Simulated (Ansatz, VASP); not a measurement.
## NaCl: VASP beside Ansatz

Aim: how closely do two programs agree when they are given the same cell, functional and k mesh?

Calculated with Ansatz 0.2.0; plane waves, with VASP 6.6.1 beside it; relaxation of cell and atoms at PBEsol.

The database entry behind the starting cell differs from later determinations by our own check (an axis about 0.4 % short against later determinations), so it need not match the best structure at ambient conditions.

**1. Set-up**

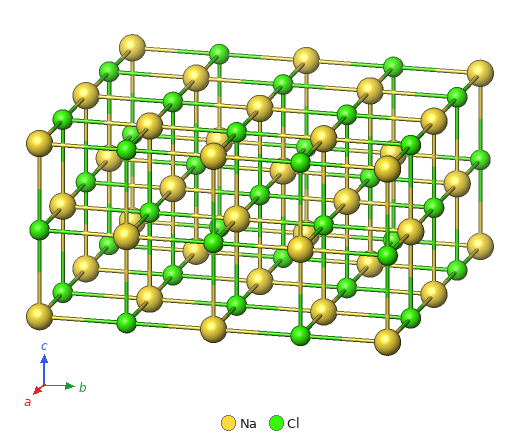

The starting structure, seen slightly off an axis (sodium yellow, chlorine green). 2×2×1 cells are drawn. This picture shows the conventional cell, with its axes. Some periodic images of atoms are drawn too.

**2. Ansatz: relaxation of cell and atoms, PBEsol**

Ansatz runs on its default PAW (the set named soft_2) files.

The relaxed volume is the usual yardstick between codes: its relative difference is about their pressure difference at one cell divided by the bulk modulus.

input.yaml

```yaml
crystal:
  lattice:
    - [0.0, 2.81, 2.81]
    - [2.81, 0.0, 2.81]
    - [2.81, 2.81, 0.0]
  atoms:
    - { symbol: Na, position: [0.0, 0.0, 0.0] }
    - { symbol: Cl, position: [0.5, 0.5, 0.5] }
hamiltonian:
  xc: pbesol
  pseudopotentials: { kind: paw }
kpoints:
  mp_grid: { grid: [7, 7, 7] }
scf:
  occupations: { method: gaussian, width: 0.05 }
relax:
  f_tol: 0.01
  max_steps: 60
  cell: { stress_tol: 0.05 }
output:
  forces: true
  stress: true
```

Launch:

```
$ ansatz run input.yaml --threads 4 --pin off --max-ram 9216MiB --backend cpu --events-out ev --progress --plain --runs-dir out
```

Numbers of over 12 decimals in the logs are rounded to 6 here.

Log:

```text
Engine: ansatz 0.2.0, aarch64-unknown-linux-gnu
Pseudopotentials: kind: paw
Pseudopotential: Na, paw, valence charge 9, recommended cutoff 420 eV (normal), Na.paw.azcp
Pseudopotential: Cl, paw, valence charge 7, recommended cutoff 420 eV (normal), Cl.paw.azcp
Functional definition: PBEsol
  exchange = pbesol_x
  correlation = pbesol_c
Crystal: 2 atoms, lattice volume = 44.376 Å³
Basis set: ecut = 420 eV, 893 PW (Γ), exchange–correlation on 54×54×54 points (8 copies of the dense FFT grid, shifted against one another)
Bands: 12, of which v1, the nominal top of the filled ones, is band 8 counted from 1 (7 counted from 0)
Symmetry: 48 space group operations
Space group: Fm-3m (ITA 225), of the structure as read, at distance tolerance 3.5e-5 Å
k-points: 20 of 343
Non-local potential: Na, projectors of the file, l = 0: 3, l = 1: 2, l = 2: 1
Non-local potential: Cl, projectors of the file, l = 0: 2, l = 1: 2, l = 2: 2
PAW form: soft (Blöchl's): semilocal exchange-correlation on the pseudo side does not see the compensation charge
PAW frozen core: Na, regenerated for the run's functional, and the local potential with it (the file was generated under x = pbe(κ = 0.804, μ = 0.219515), c = pbe(β = 0.066725))
PAW frozen core: Cl, regenerated for the run's functional, and the local potential with it (the file was generated under x = pbe(κ = 0.804, μ = 0.219515), c = pbe(β = 0.066725))
PAW one-centre angular grid: Na, 110 points (default); XC on 64 Gauss nodes
PAW one-centre angular grid: Cl, 110 points (default); XC on 64 Gauss nodes
Initial density: superposition of atomic densities (neutral atoms: chi_scale 0, normalization atom), corrected by the library's trained network
Initial wavefunctions: pseudopotential atomic-orbital guess
Functional: x = pbesol(κ = 0.804, μ = 0.123457), c = pbesol(β = 0.046)
SCF iter   1: F=—  HF=-2540.289165 eV  |F-HF|=—  |Δ(HF+E_count)|=         —  Δρ=2.82e-3  dr2=3.75e-3  ethr=1.77e-3  ⟨swp⟩=5.7  Hψ=1411  notcnv=0
preconditioner: auto → none  [insulator: Δε(μ)=4.919 eV  Ē_g=20.723 eV  σ=0.050 eV  W_gap=1.00  n_scr=14 (ndim 8)  ℏωp=20.9 eV  f_vac=0.032  D(μ)=0.00/eV (n_scr^D=0)  ε∞_Penn≈2.0]
SCF iter   2: F=—  HF=-2540.286513 eV  |F-HF|=—  |Δ(HF+E_count)|=   2.65e-3  Δρ=1.24e-3  dr2=9.05e-4  ethr=2.35e-5  ⟨swp⟩=2.8  Hψ=542  notcnv=0
SCF iter   3: F=—  HF=-2540.286483 eV  |F-HF|=—  |Δ(HF+E_count)|=   2.96e-5  Δρ=8.91e-4  dr2=5.02e-4  ethr=5.65e-6  ⟨swp⟩=2.0  Hψ=320  notcnv=0
SCF iter   4: F=—  HF=-2540.286312 eV  |F-HF|=—  |Δ(HF+E_count)|=   1.71e-4  Δρ=2.40e-4  dr2=3.17e-5  ethr=3.14e-6  ⟨swp⟩=2.0  Hψ=298  notcnv=0
SCF iter   5: F=—  HF=-2540.286336 eV  |F-HF|=—  |Δ(HF+E_count)|=   2.30e-5  Δρ=3.45e-5  dr2=9.66e-7  ethr=1.98e-7  ⟨swp⟩=2.0  Hψ=320  notcnv=0
SCF iter   6: F=-2540.286335 eV  HF=-2540.286335 eV  |F-HF|=1.88e-8  |Δ(HF+E_count)|=   1.79e-7  Δρ=7.24e-6  dr2=4.25e-8  ethr=6.25e-10  ⟨swp⟩=3.0  Hψ=814  notcnv=0
SCF 1 converged in 6 iterations: F = -2540.286335 eV  dr2 = 4.25e-8
  greatest PAW one-centre occupation: 0.999 electrons in one spin orbital (limit 2), on the Na atom at site 0 (counted from 0), in its partial waves of l = 0
relax step   1: F+E_penalty+E_count = -2540.28633533 eV  Δ(F+E_penalty+E_count) = +0.000e0 eV  max|allowed force component| = 2.588e-30 eV/Å  Δτ_max = 0.0000 Å  P = -0.242 GPa  Ω = 44.376 Å³  (6 SCF iters, dr2 threshold 1.00e-7 eV, accepted)
[...]
relax step   2: F+E_penalty+E_count = -2540.28662448 eV  Δ(F+E_penalty+E_count) = -2.891e-4 eV  max|allowed force component| = 9.943e-31 eV/Å  Δτ_max = 0.0000 Å  P = -0.085 GPa  Ω = 44.097 Å³  energy of the carried Pulay correction = +3.839e-6 eV  (4 SCF iters, dr2 threshold 1.47e-7 eV, accepted)
[...]
relax step   3: F+E_penalty+E_count = -2540.28666488 eV  Δ(F+E_penalty+E_count) = -4.040e-5 eV  max|allowed force component| = 8.940e-30 eV/Å  Δτ_max = 0.0000 Å  P = +0.002 GPa  Ω = 43.949 Å³  energy of the carried Pulay correction = +5.888e-6 eV  (4 SCF iters, dr2 threshold 1.79e-8 eV, accepted)
[...]
relax step   4: F+E_penalty+E_count = -2540.28665940 eV  Δ(F+E_penalty+E_count) = +5.487e-6 eV  max|allowed force component| = 1.407e-29 eV/Å  Δτ_max = 0.0000 Å  P = +0.002 GPa  Ω = 43.949 Å³  stress off target by 2.02e-3 GPa  SCF on the basis re-selected at this cell (its energy is not comparable with the rows above)  (6 SCF iters)
basis re-selected at this cell: Δ(F+E_penalty+E_count) = +5.487e-6 eV, ΔP = +0.000 GPa vs the last step (what re-selecting the basis moved, of the pressure what is left beyond the Pulay correction that the steps carried, after the strain that the cell walked since its last selection, with what the two solves' SCF thresholds leave and, on support functions, any second-order correction that the steps lacked; it is no m [...]
SCF converged after 6 iterations
Free energy (F): -2540.286659 eV
Harris-Foulkes:  -2540.286659 eV  (|F-HF|=7.73e-12)
Internal energy: -2540.286659 eV  (E = F + TS)
E sigma→0 (E₀):  -2540.286659 eV
Fermi energy:    3.709311 eV
--- Per-component energies (eV) ---
  E_band       = -231.445775
  E_kinetic    = 282.627561
  E_local      = -1519.363708  (includes V_loc(G=0)·N_el)
  E_nonlocal   = 144.823246
  E_hartree    = 534.336893
  E_xc         = -145.002374
  E_vxc        = -171.859630  (∫ρ·V_xc dr)
  E_paw        = -895.323281  (= ΣΔE_a)
  E_vpaw       = -36.347119  (= ΣTr[D̂ρ^β])
  E_aug_tail   = 0.000080  (compensation charges beyond the density's cutoff)
  E_ewald      = -942.518203
  E_core_change = 0.133126  (= ΣΔE_core)
  E_smearing   = -0.000000  (= −TS)
  E_closure    = 0.000000  (closes the sum)
  Σ components = -2540.286659   (vs F -2540.286659, Δ=0.00e0)
--- Forces (eV/Å), atoms counted from 1 ---
  atom   1  Na    -0.00000000     0.00000000    -0.00000000
  atom   2  Cl     0.00000000    -0.00000000    -0.00000000
  max |Σ_I F_I| component: 2.45e-29 eV/Å
--- Stress (GPa, compression-positive) ---
        0.002018       0.000000      -0.000000
        0.000000       0.002018       0.000000
       -0.000000       0.000000       0.002018
  P = ⅓ Tr σ = 0.0020 GPa (0.020 kbar)
--- Relaxed structure (3 steps of the walk, 3 accepted, 1 SCFs on fresh bases) ---
  F+E_penalty+E_count = -2540.28665940 eV   max|allowed force component| = 1.407e-29 eV/Å   (the final SCF, on the basis selected at the relaxed cell)
  cell:  # Å, volume = 43.9490 Å³
    - [0, 2.800957, 2.800957]
    - [2.800957, 0, 2.800957]
    - [2.800957, 2.800957, 0]
  atoms:
    - { symbol: Na, position: [0, 0, 0] }
    - { symbol: Cl, position: [0.500000, 0.500000, 0.500000] }
```

Run time: 0.97 s. Hardware: 4 threads of Arm Neoverse V1, shared host; peak memory 0.29 GiB.

**3. VASP: relaxation of cell and atoms, PBEsol**

The same cell, functional, mesh and smearing now go to VASP, with its own data sets and cutoff.

Lines of VASP's logs that name or quote its potential files are left out, and so is its time.

INCAR

```
SYSTEM = NaCl
PREC = Accurate
ENCUT = 400
EDIFF = 1E-06
NELM = 100
ISMEAR = 0
SIGMA = 0.05
LREAL = .FALSE.
ALGO = Normal
GGA = PS
NBANDS = 13
LORBIT = 11
LWAVE = .FALSE.
LCHARG = .FALSE.
KPAR = 2
IBRION = 2
NSW = 60
ISIF = 3
EDIFFG = -0.01
```

POSCAR

```
NaCl
1.0
    0.0000000000      2.8100000000      2.8100000000
    2.8100000000      0.0000000000      2.8100000000
    2.8100000000      2.8100000000      0.0000000000
Na Cl
1 1
Direct
    0.0000000000      0.0000000000      0.0000000000
    0.5000000000      0.5000000000      0.5000000000
```

KPOINTS

```
Automatic mesh
0
Gamma
7 7 7
0 0 0
```

Potentials, in the order of the species: Na_pv and Cl (PBE family, release 64).

Launch:

```
$ mpirun -np 2 vasp_std
```

Log:

```text
[banner, memory and clock lines left out]
running    2 mpi-ranks, on    1 nodes
 distrk:  each k-point on    1 cores,    2 groups
 distr:  one band on    1 cores,    1 groups

 POSCAR found type information on POSCAR NaCl
 POSCAR found :  2 types and       2 ions
|                                                                             |
|               ----> ADVICE to this user running VASP <----                  |
|                                                                             |
|     You enforced a specific xc type in the INCAR file but a different       |
|     [... a line on the potential file left out ...]
|     I HOPE YOU KNOW WHAT YOU ARE DOING!                                     |
|                                                                             |

 LDA part: xc-table for (Slater+PW92), standard interpolation
 POSCAR, INCAR and KPOINTS ok, starting setup
 FFT: planning ... GRIDC
 FFT: planning ... GRID_SOFT
 FFT: planning ... GRID
 WAVECAR not read
 entering main loop
       N       E                     dE             d eps       ncg     rms          rms(c)
DAV:   1     0.850067041831E+02    0.85007E+02   -0.63451E+03   528   0.893E+02
DAV:   2    -0.275039899389E+00   -0.85282E+02   -0.79058E+02   563   0.237E+02
DAV:   3    -0.704996644030E+01   -0.67749E+01   -0.67426E+01   670   0.666E+01
DAV:   4    -0.715804844438E+01   -0.10808E+00   -0.10803E+00   595   0.936E+00
DAV:   5    -0.716053841253E+01   -0.24900E-02   -0.24899E-02   676   0.139E+00    0.188E+00
DAV:   6    -0.700498604447E+01    0.15555E+00   -0.26967E-01   633   0.375E+00    0.135E+00
DAV:   7    -0.699451570660E+01    0.10470E-01   -0.63490E-02   668   0.173E+00    0.912E-01
DAV:   8    -0.699804520003E+01   -0.35295E-02   -0.73849E-03   550   0.834E-01    0.255E-01
DAV:   9    -0.699796717154E+01    0.78028E-04   -0.17453E-04   625   0.107E-01    0.168E-01
DAV:  10    -0.699800971317E+01   -0.42542E-04   -0.31342E-04   565   0.115E-01    0.581E-02
DAV:  11    -0.699799809249E+01    0.11621E-04   -0.22724E-05   655   0.357E-02    0.211E-02
DAV:  12    -0.699799710734E+01    0.98515E-06   -0.43667E-06   575   0.129E-02
   1 F= -.69979971E+01 E0= -.69979971E+01  d E =-.699800E+01
 curvature:   0.00 expect dE= 0.000E+00 dE for cont linesearch  0.000E+00
 trial: gam= 0.00000 g(F)=  0.154E-59 g(S)=  0.842E-03 ort = 0.000E+00 (trialstep = 0.100E+01)
 search vector abs. value=  0.842E-03
 bond charge predicted
       N       E                     dE             d eps       ncg     rms          rms(c)
DAV:   1    -0.700396334082E+01   -0.59652E-02   -0.11274E-01   610   0.450E+00    0.475E-01
DAV:   2    -0.699946975035E+01    0.44936E-02   -0.67750E-03   615   0.783E-01    0.192E-01
DAV:   3    -0.699870612942E+01    0.76362E-03   -0.16662E-03   620   0.421E-01    0.917E-02
DAV:   4    -0.699863633744E+01    0.69792E-04   -0.51236E-05   759   0.785E-02    0.778E-03
DAV:   5    -0.699863497179E+01    0.13656E-05   -0.60179E-06   615   0.195E-02    0.511E-03
DAV:   6    -0.699863513399E+01   -0.16220E-06   -0.22366E-07   270   0.628E-03
   2 F= -.69986351E+01 E0= -.69986351E+01  d E =-.638027E-03
 trial-energy change:   -0.000638  1 .order   -0.000605   -0.000842   -0.000369
 step:   1.4832(harm=  1.7811)  dis= 0.00000  next Energy=    -6.998728 (dE=-0.731E-03)
 bond charge predicted
       N       E                     dE             d eps       ncg     rms          rms(c)
DAV:   2    -0.699897684437E+01    0.10585E-02   -0.15863E-03   615   0.379E-01    0.927E-02
DAV:   3    -0.699880072132E+01    0.17612E-03   -0.39164E-04   620   0.204E-01    0.442E-02
DAV:   4    -0.699878834896E+01    0.12372E-04   -0.12081E-05   759   0.381E-02    0.376E-03
DAV:   5    -0.699878806386E+01    0.28509E-06   -0.13060E-06   330   0.951E-03
   3 F= -.69987881E+01 E0= -.69987881E+01  d E =-.790957E-03
 curvature:  -0.76 expect dE=-0.220E-04 dE for cont linesearch -0.220E-04
 trial: gam=-0.15097 g(F)=  0.835E-61 g(S)=  0.289E-04 ort = 0.156E-03 (trialstep = 0.110E+01)
 search vector abs. value=  0.993E-06
 reached required accuracy - stopping structural energy minimisation
```

From OUTCAR (step 3):

```text
ion  position               nearest neighbor table
   1  0.000  0.000  0.000-
   2  0.500  0.500  0.500-

  LATTYP: Found a face centered cubic cell.
 ALAT       =     5.6200000000

 Subroutine GETGRP returns: Found 48 space group operations
 (whereof 48 operations were pure point group operations)

The static configuration has the point symmetry O_h .

 Found     20 irreducible k-points:

   k-points           NKPTS =     20   k-points in BZ     NKDIM =     20   number of bands    NBANDS=     13

   dimension x,y,z NGX =    28 NGY =   28 NGZ =   28
   dimension x,y,z NGXF=    56 NGYF=   56 NGZF=   56

   ENCUT  =  400.0 eV  29.40 Ry    5.42 a.u.   6.48  6.48  6.48*2*pi/ulx,y,z

   NELECT =      14.0000    total number of electrons

 k-points in reciprocal lattice and weights: Automatic mesh
   0.00000000  0.00000000  0.00000000       0.003
   0.14285714  0.00000000  0.00000000       0.023
   0.28571429  0.00000000  0.00000000       0.023
   0.42857143  0.00000000  0.00000000       0.023
   0.14285714  0.14285714  0.00000000       0.017
   0.28571429  0.14285714  0.00000000       0.070
   0.42857143  0.14285714  0.00000000       0.070
  -0.42857143  0.14285714  0.00000000       0.070
  -0.28571429  0.14285714  0.00000000       0.070
[...]
-0.42857143  0.42857143  0.14285714       0.070
  -0.28571429  0.42857143  0.14285714       0.070

 average (electrostatic) potential at core
       1 -46.9420       2 -93.5788

 E-fermi :  -0.3859

 k-point     1 :       0.0000    0.0000    0.0000
  band No.  band energies     occupation
    ...
      3     -21.2632      2.00000
      4     -13.3516      2.00000
      5      -0.6542      2.00000
      6      -0.6542      2.00000
      7      -0.6542      2.00000
      8       4.3586      0.00000
      9      10.3636      0.00000
     10      10.3636      0.00000
     11      10.3636      0.00000
     12      12.6147      0.00000
    ...

 k-point     2 :       0.1429    0.0000    0.0000
  band No.  band energies     occupation
    ...
      3     -21.2637      2.00000
      4     -13.2854      2.00000
      5      -1.1515      2.00000
      6      -0.7102      2.00000
      7      -0.7102      2.00000
      8       5.0066      0.00000
      9       9.6854      0.00000
     10      10.6077      0.00000
     11      10.6077      0.00000
     12      12.3119      0.00000
    ...

 k-point     3 :       0.2857    0.0000    0.0000
  band No.  band energies     occupation
    ...
      3     -21.2648      2.00000
      4     -13.1310      2.00000
      5      -2.0321      2.00000
      6      -0.8309      2.00000
      7      -0.8309      2.00000
      8       6.0741      0.00000
      9       9.2551      0.00000
     10      10.6053      0.00000
     11      10.6053      0.00000
     12      12.8587      0.00000
    ...

  Total       -0.0199843     -0.0199843     -0.0199843      0.0000000      0.0000000      0.0000000
  in kB       -0.7299382     -0.7299382     -0.7299382      0.0000000      0.0000000      0.0000000
  external PRESSURE =      -0.7299382 kB  Pullay stress =       0.0000000 kB

  energy-cutoff  :      400.00
  volume of cell :       43.86
      direct lattice vectors                 reciprocal lattice vectors
     0.000000000  2.799158227  2.799158227    -0.178625129  0.178625129  0.178625129
     2.799158227  0.000000000  2.799158227     0.178625129 -0.178625129  0.178625129
     2.799158227  2.799158227 -0.000000000     0.178625129  0.178625129 -0.178625129

 POSITION                                       TOTAL-FORCE (eV/Angst)
 -----------------------------------------------------------------------------------
      0.00000      0.00000      0.00000         0.000000     -0.000000      0.000000
      2.79916      2.79916      2.79916        -0.000000      0.000000     -0.000000
 -----------------------------------------------------------------------------------
    total drift:                                0.000000      0.000000      0.000000

  FREE ENERGIE OF THE ION-ELECTRON SYSTEM (eV)
  ---------------------------------------------------
  free  energy   TOTEN  =        -6.9987880639 eV

  energy  without entropy=       -6.9987880639  energy(sigma->0) =       -6.99878806

 reached required accuracy - stopping structural energy minimisation

 total charge
# of ion       s       p       d       tot
------------------------------------------
    1        0.045   5.983   0.000   6.028
    2        1.578   3.556   0.000   5.134
--------------------------------------------------
tot          1.623   9.539   0.000  11.161

[... 3 further parts left out ...]
```

CONTCAR:

```
NaCl
   1.00000000000000
     0.0000000000000000    2.7991582267469783    2.7991582267469783
     2.7991582267469783    0.0000000000000000    2.7991582267469783
     2.7991582267469783    2.7991582267469783   -0.0000000000000000
  Na              Cl
     1     1
Direct
     0.0000000000000000    0.0000000000000000    0.0000000000000000
     0.5000000000000000    0.5000000000000000    0.5000000000000000
```

**4. Comparison**

Known differences besides the PAW data sets themselves: both relaxations stop at a tolerance, which leaves soft axes loose, and VASP keeps its plane-wave basis; the data sets hold 16 valence electrons in Ansatz (default PAW (the set named soft_2) files) and 14 in VASP; the cutoff is 420 eV in Ansatz and 400 eV in VASP; Ansatz makes its cores anew for this functional, VASP keeps those of its PBE data sets; VASP leaves aspherical gradient terms in its spheres out (LASPH is not set), Ansatz keeps them; Ansatz adds a Pulay correction to the stress that steers its cell, VASP none. Total energies have different zeros and are not compared.

Compared:

```
                                         quantity  Ansatz   VASP  difference
                                      volume (Å³)   43.95  43.86     +0.19 %
edge a after relaxation, in the typed setting (Å)   3.961  3.959     +0.07 %
```

The walks stopped with 0.00 GPa left in Ansatz and -0.07 GPa in VASP; each walk ends within a tolerance, so the volume difference is uncertain by about these residues over the bulk modulus, most in soft cells.

**5. Summary of results**

| Item | Value |
| --- | --- |
| difference in volume (relaxation of cell and atoms, PBEsol) | 0.19 % |

The difference in volume is 0.19 % (relaxation of cell and atoms, PBEsol), within the 1.2 % picked in this series as the mark of a large difference, as far as the stopping tolerances let one tell. How closely two codes agree says nothing of how well the functional describes the real material.

[Lines on the potential files, build, host, timing and source positions are cut from VASP's logs without a mark.]

[Logs are printed without paths, hosts, clocks, repeated set-up lines and the standing remarks that a program may print on its own settings, such as how far it seeks lower states.]

[Hosts, paths, dates, database ids (printed as entryN), source tags and the programs' standing remarks are cut or masked in the printed files.]
